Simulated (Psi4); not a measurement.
# AlH2OF (SMILES [OH][AlH][F]): SCAN/def2-TZVPP (sweep point 4)

What is the vertical ionisation energy of AlH2OF at SCAN/def2-TZVPP (sweep point 4)? 

The calculation is run with Psi4 1.11.

### Step 1. The system as given

AlH2OF has 5 atoms, charge 0, and is taken as a singlet. As SMILES, `[OH][AlH][F]`. Geometry: a GFN2-xTB relaxation, a rough one for these elements and not checked as a minimum. This is one conformer, not always the lowest.

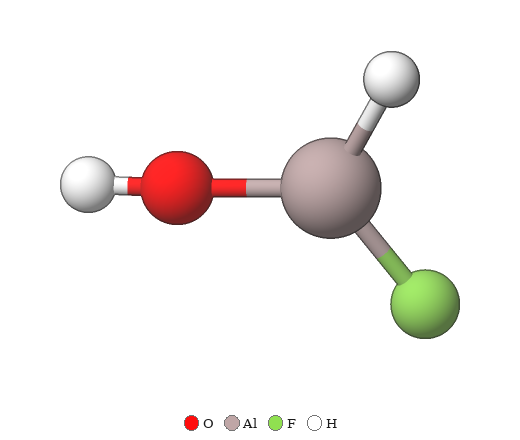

The structure, seen from a chosen angle (oxygen red, aluminium light grey, fluorine green, hydrogen white).

### Step 2. The energy at SCAN/def2-TZVPP (sweep point 4)

File calc.inp:

```
memory 1.6 GB

molecule geom {
  O     -1.021720     0.325810    -0.327270
  Al     0.472970    -0.139110     0.144100
  F      0.778780    -1.566900     0.912060
  H     -1.871140     0.628670    -0.614330
  H      1.641100     0.751530    -0.114560
  units angstrom
  symmetry c1
}

set {
  basis def2-TZVPP
  puream true
  scf_type pk
  dft_radial_points 99
  dft_spherical_points 590
}

E, wfn = energy('scan', return_wfn=True)
```

Run with:

```
psi4 -n 1 calc.inp calc.out
```

calc.out:

```text
[...]
  Running in c1 symmetry.
[...]
  Nuclear repulsion =  100.879089140493420
[...]
  Multiplicity = 1
[...]
  Nalpha       = 16
  Nbeta        = 16
[...]
    Number of basis functions: 132
[...]
   @RKS iter   1:  -418.53364113365672   -3.68467e-01   7.59168e-03 DIIS/ADIIS
[...]
   @RKS iter   9:  -418.86539603434778   -2.04774e-08   1.40730e-07 DIIS
[...]
    Orbital Energies [Eh]
    ---------------------
    Doubly Occupied:
       1A    -55.734306     2A    -24.441494     3A    -18.939400
       4A     -4.075224     5A     -2.615908     6A     -2.608321
       7A     -2.607028     8A     -1.099494     9A     -0.952227
      10A     -0.516219    11A     -0.407322    12A     -0.363940
      13A     -0.362371    14A     -0.322118    15A     -0.309603
      16A     -0.292816
[...]
  @RKS Final Energy:  -418.86539603434778
   => Energetics <=
    Nuclear Repulsion Energy =            100.8790891404934200
    One-Electron Energy =                -783.4267140372658105
    Two-Electron Energy =                 302.2797116457111315
    DFT Exchange-Correlation Energy =     -38.5974827832865373
    Empirical Dispersion Energy =           0.0000000000000000
    VV10 Nonlocal Energy =                  0.0000000000000000
    Total Energy =                       -418.8653960343477820
[...]
 Multipole Moments:
 ------------------------------------------------------------------------------------
     Multipole            Electronic (a.u.)      Nuclear  (a.u.)        Total (a.u.)
 ------------------------------------------------------------------------------------
 L = 1.  Multiply by 2.5417464519 to convert [e a0] to [Debye]
 Dipole X            :          0.8223915           -1.3954114           -0.5730199
 Dipole Y            :         -2.3564984            2.9063896            0.5498912
 Dipole Z            :          1.3100115           -1.6810587           -0.3710473
 Magnitude           :                                                    0.8765890
[...]
```

Wall time 18 s (1 thread of AMD EPYC 9R45 (Zen 5), shared host); peak memory 0.93 GiB.

### Step 3. The doublet cation, same level

File input.in:

```
memory 1.6 GB

molecule molecule1 {
  1 2
  O     -1.021720     0.325810    -0.327270
  Al     0.472970    -0.139110     0.144100
  F      0.778780    -1.566900     0.912060
  H     -1.871140     0.628670    -0.614330
  H      1.641100     0.751530    -0.114560
  units angstrom
  symmetry c1
}

set {
  basis                def2-TZVPP
  reference            uks
  puream               true
  scf_type             pk
  dft_radial_points    99
  dft_spherical_points 590
  maxiter              150
}

e_tot, wfn = energy('scan', return_wfn=True)
```

Run with:

```
psi4 -n 1 input.in input.out
```

input.out:

```text
[...]
  Running in c1 symmetry.
[...]
  Nuclear repulsion =  100.879089140493420
[...]
  Multiplicity = 2
[...]
  Nalpha       = 16
  Nbeta        = 15
[...]
    Number of basis functions: 132
[...]
   @UKS iter   1:  -418.08891144235093    7.62627e-02   7.37317e-03 DIIS/ADIIS
[...]
   @UKS iter  13:  -418.44198147878404   -1.72632e-07   4.99108e-07 DIIS
[...]
   @S^2 Observed:                7.608759667E-01
[...]
    Orbital Energies [Eh]
    ---------------------
    Alpha Occupied:
       1A    -56.029391     2A    -24.687551     3A    -19.295295
       4A     -4.369498     5A     -2.908917     6A     -2.903823
       7A     -2.901308     8A     -1.340430     9A     -1.290673
      10A     -0.830896    11A     -0.673472    12A     -0.663696
      13A     -0.626106    14A     -0.620867    15A     -0.591914
      16A     -0.586960
    Alpha Virtual:
      17A     -0.256093    18A     -0.252028    19A     -0.177443
      20A     -0.126896    21A     -0.075163    22A     -0.054876
      23A     -0.047156    24A      0.010265    25A      0.020894
[...]
  @UKS Final Energy:  -418.44198147878404
   => Energetics <=
    Nuclear Repulsion Energy =            100.8790891404934200
    One-Electron Energy =                -774.2735245800211032
    Two-Electron Energy =                 293.2079852125845036
    DFT Exchange-Correlation Energy =     -38.2555312518408712
    Empirical Dispersion Energy =           0.0000000000000000
    VV10 Nonlocal Energy =                  0.0000000000000000
    Total Energy =                       -418.4419814787840437
[...]
 Multipole Moments:
 ------------------------------------------------------------------------------------
     Multipole            Electronic (a.u.)      Nuclear  (a.u.)        Total (a.u.)
 ------------------------------------------------------------------------------------
 L = 1.  Multiply by 2.5417464519 to convert [e a0] to [Debye]
 Dipole X            :          0.8032823           -1.3954114           -0.5921291
 Dipole Y            :         -1.2594566            2.9063896            1.6469330
 Dipole Z            :          0.7559727           -1.6810587           -0.9250860
 Magnitude           :                                                    1.9795932
[...]
```

Run time: 43 s. Hardware: 1 thread of AMD EPYC 9R45 (Zen 5), shared host; peak memory 0.93 GiB.

### Step 4. What came out

Level: SCAN/def2-TZVPP (sweep point 4).

```
                                          quantity          value
                      singlet AlH2OF: total energy  -418.86540 Eh
                     singlet AlH2OF: dipole moment         2.23 D
                       singlet AlH2OF: HOMO energy       -7.97 eV
                       singlet AlH2OF: LUMO energy       -0.63 eV
                     singlet AlH2OF: HOMO–LUMO gap        7.34 eV
                      doublet cation: total energy  -418.44198 Eh
doublet cation: HOMO energy (highest over α and β)      -15.57 eV
 doublet cation: LUMO energy (lowest over α and β)      -14.92 eV
                              doublet cation: ⟨S²⟩          0.761
vertical ionisation energy (to the doublet cation)      11.522 eV
```

In words: The vertical ionisation energy comes to 11.52 eV (266 kcal/mol). The negative HOMO energy of the first species, 7.97 eV, lies 3.55 eV below that difference.
